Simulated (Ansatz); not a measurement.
## Na (bcc, W type), frozen-phonon scan

Na (bcc, W type)

```yaml
crystal:
  lattice:
    - [-4.19680, 4.19680, 4.19680]
    - [2.09840, -2.09840, 2.09840]
    - [2.09840, 2.09840, -2.09840]
  atoms:
    - { symbol: Na, position: [0.00000, 0.00000, 0.00000] }
    - { symbol: Na, position: [0.50000, 0.00000, 0.00000] }
```

A phonon eigenvector at N = (0.5, 0.0, 0.0) is frozen into this cell: atom i moves by Q times the vector below, so Q is the largest atomic displacement, in Å. The cell is held. (q is in reciprocal vectors of the primitive cell; the cell shown is doubled to hold the pattern.)

| atom | x | y | z |
|---|---|---|---|
| Na1 | 0.000 | 0.707 | -0.707 |
| Na2 | 0.000 | -0.707 | 0.707 |

Method: PBE (plane waves to 420 eV, PAW, scalar-relativistic; Ansatz, a first-principles code). k mesh 8×16×16 (Γ-centred), Fermi-Dirac smearing 0.05 eV. Energies are smeared free energies. With partly filled bands, energies and forces of such displacements shift with the k mesh and the smearing. Na was relaxed with its symmetry unable to fall. The PAW data are Ansatz's earlier set. The zero of ΔE is the undisplaced structure.

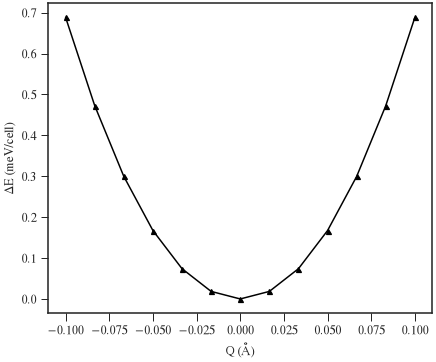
Fig. 1. ΔE (meV/cell) against Q (Å); markers are the computed points, lines only join them.

The energy at Q = 0.100 Å comes out as 0.7 meV/cell. Harmonic wavenumber from the curvature (finite differences): 28 cm⁻¹. Shape of the curve: a single well with its minimum at or next to zero displacement. Space group of the distorted cell: Cmcm (No. 63), lowered from Im-3m. Wavenumber by perturbation theory (DFPT, on another k mesh): 28 cm⁻¹.

E″ = 0.13 eV/Å², M = Σ mᵢ|uᵢ|² = 46.0 u, ν̃ = 521.5·√(|E″|/M).

(For displaced atoms, the force is minus the slope of the energy, and its curvature is a force constant, which sets phonon frequencies.)
